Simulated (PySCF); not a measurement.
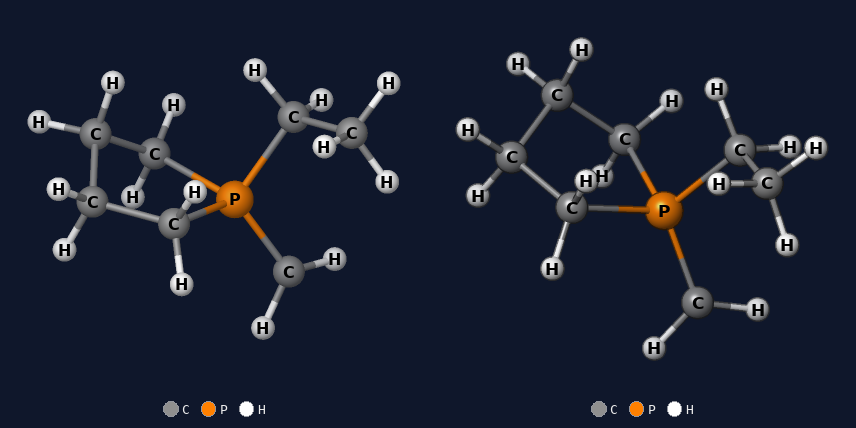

Two views of one molecule.

The geometry was computed by an optimisation with PBE0-D3(BJ)/def2-SVP. No frequency run is at hand to confirm it as a minimum.

Describe the molecule.

The molecule is C₇H₁₅P. Its SMILES string is `C=P1(CC)CCCC1`. Independent rings (smallest set): 1 of 5 members. This geometry has C1 symmetry. Coordination, clear cases only: 6 C tetrahedral.

More results for the same structure follow; atom numbers are the same in all pictures, views and colours differ.

**Shape**

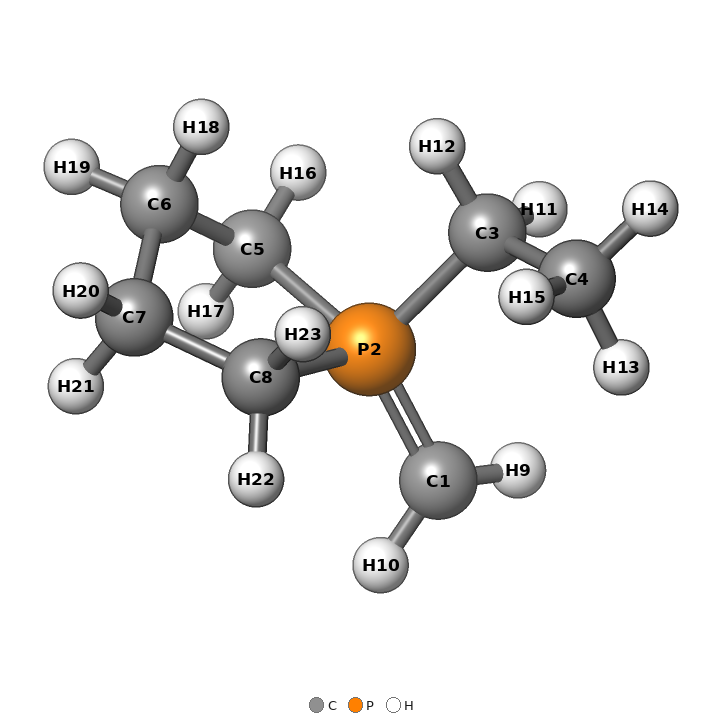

No frequency run is at hand to confirm it as a minimum.

What are the angles C1–P2–C3, P2–C1–H9, P2–C3–H12, P2–C5–H17, P2–C8–C7, C3–C4–H14, C4–C3–H12, C5–C6–H19, C6–C5–H17, C6–C7–H20, C7–C6–H19, C7–C8–H22?

```tsv
angle	degrees
C1–P2–C3	110.8
P2–C1–H9	118.0
P2–C3–H12	107.9
P2–C5–H17	105.9
P2–C8–C7	107.7
C3–C4–H14	111.0
C4–C3–H12	112.0
C5–C6–H19	112.6
C6–C5–H17	111.1
C6–C7–H20	111.9
C7–C6–H19	111.6
C7–C8–H22	114.2
```

**NMR shielding**

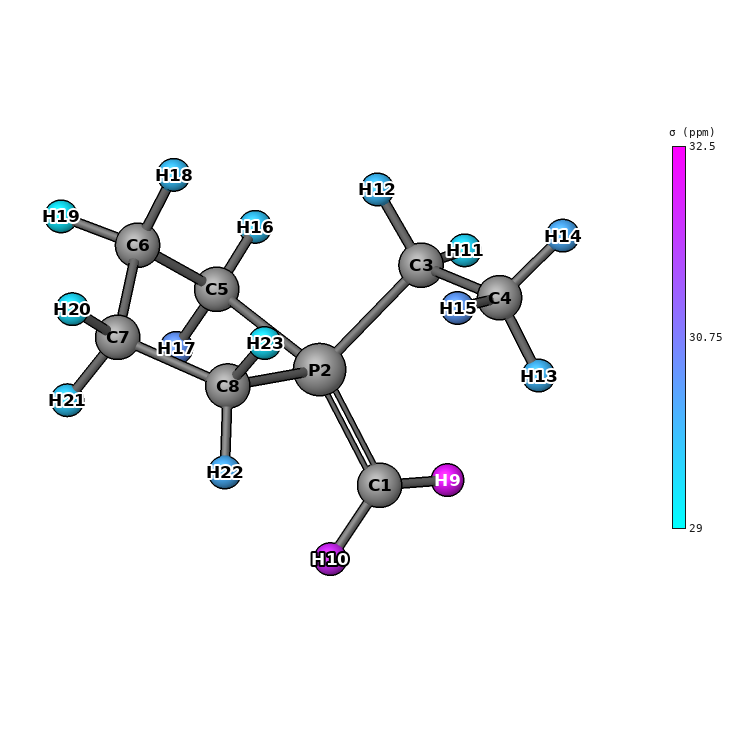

Atoms are coloured by their isotropic NMR shieldings (H only, the others grey). No frequency run is at hand to confirm it as a minimum. Level of theory: GIAO PBE0/pcSseg-1 NMR shielding, non-relativistic, IEF-PCM acetonitrile (PySCF 2.14.0).

Give the isotropic NMR shieldings of the H atoms atom by atom.

```json
{"atom": "H9", "σ (ppm)": "32.20"}
{"atom": "H10", "σ (ppm)": "31.91"}
{"atom": "H11", "σ (ppm)": "29.50"}
{"atom": "H12", "σ (ppm)": "29.87"}
{"atom": "H13", "σ (ppm)": "29.93"}
{"atom": "H14", "σ (ppm)": "30.08"}
{"atom": "H15", "σ (ppm)": "30.34"}
{"atom": "H16", "σ (ppm)": "29.73"}
{"atom": "H17", "σ (ppm)": "30.40"}
{"atom": "H18", "σ (ppm)": "29.81"}
{"atom": "H19", "σ (ppm)": "29.30"}
{"atom": "H20", "σ (ppm)": "29.44"}
{"atom": "H21", "σ (ppm)": "29.70"}
{"atom": "H22", "σ (ppm)": "30.05"}
{"atom": "H23", "σ (ppm)": "29.38"}
```

**Bond orders**

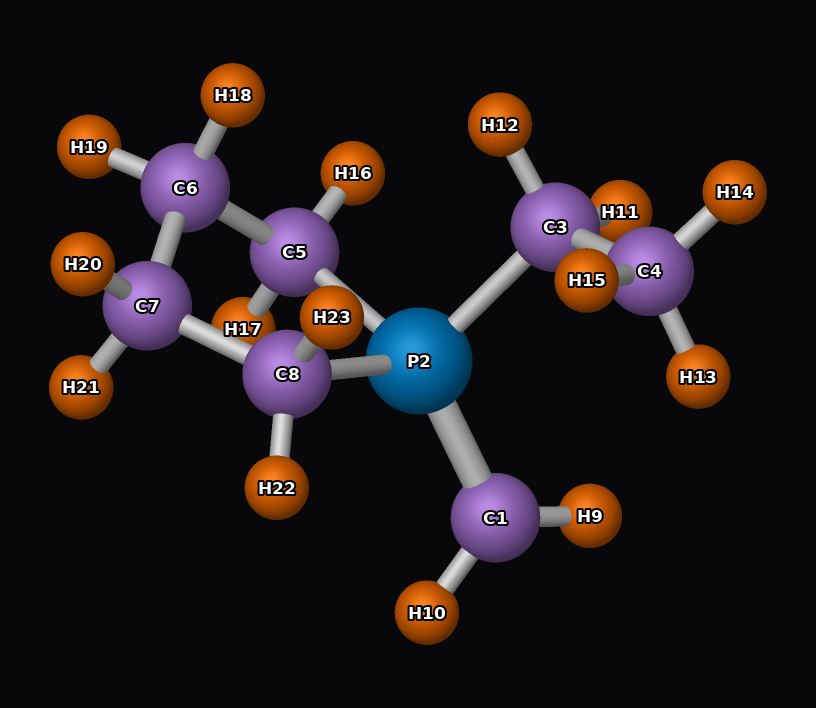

The thickness of each stick grows with its Mayer bond order. No frequency run is at hand to confirm it as a minimum. Computed with PBE0/pcSseg-1 (PySCF 2.14.0).

Which bond between heavy atoms has the highest Mayer bond order?

Answer. C1–P2, 1.64, at a length of 1.673 Å.

Which bond between heavy atoms has the lowest Mayer bond order?

Answer. P2–C5, 0.83, at 1.878 Å.

List the Mayer bond orders of C1–P2, P2–C3, P2–C5, P2–C8, C3–C4, C5–C6, C6–C7, C7–C8 (bonds between heavy atoms, one of each equivalent set).

```tsv
bond	Mayer order	length (Å)
C1–P2	1.64	1.673
P2–C3	0.94	1.835
P2–C5	0.83	1.878
P2–C8	0.92	1.850
C3–C4	1.05	1.519
C5–C6	1.01	1.524
C6–C7	1.02	1.532
C7–C8	1.02	1.530
```

**Ring current**

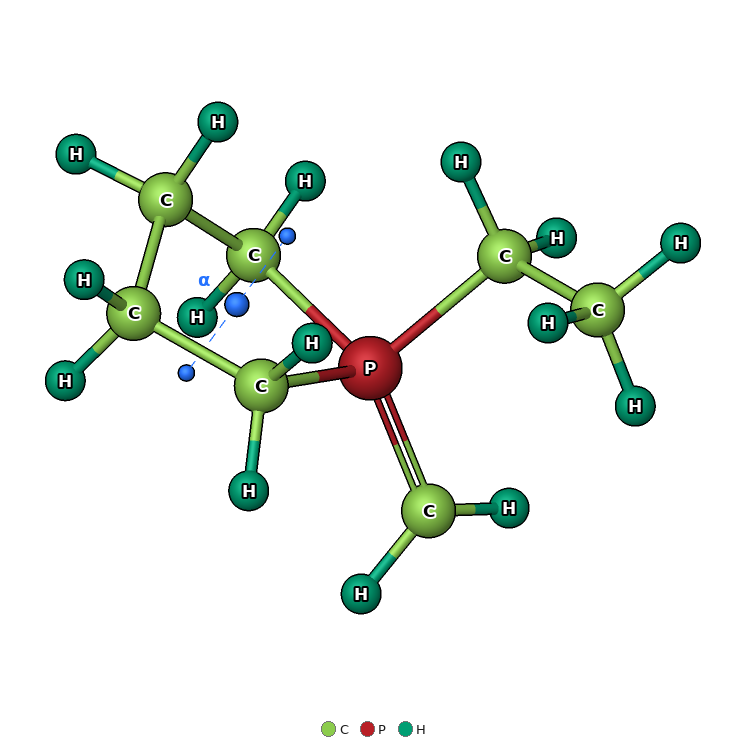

The small points mark where nucleus-independent chemical shifts (NICS) were computed: at the centre of each lettered ring and 1 Å above and below it. No frequency run is at hand to confirm it as a minimum. Level of theory: GIAO KT2/pcSseg-1 NMR shielding, non-relativistic, gas phase (PySCF 2.14.0).

Give NICS(0), NICS(1) and the out-of-plane component NICS(1)zz for each ring (means of the two sides).

```tsv
ring	members	NICS(0)	NICS(1)	NICS(1)zz
α	C4P	−4.5	−3.3	−1.8
```

Values in ppm.

What do the values say about the ring currents?

Answer. Ring α: weak, as in a non-aromatic ring. NICS is one index among several.

**Electronic properties**

No frequency run is at hand to confirm it as a minimum. Method: KT2/pcSseg-1, gas phase (PySCF 2.14.0).

Give the LUMO energy (Kohn–Sham orbital) at this level.

Answer. 0.03 eV.

What is the HOMO energy (Kohn–Sham orbital)?

Answer. −3.76 eV.

What is the dipole moment?

Answer. 2.79 D.
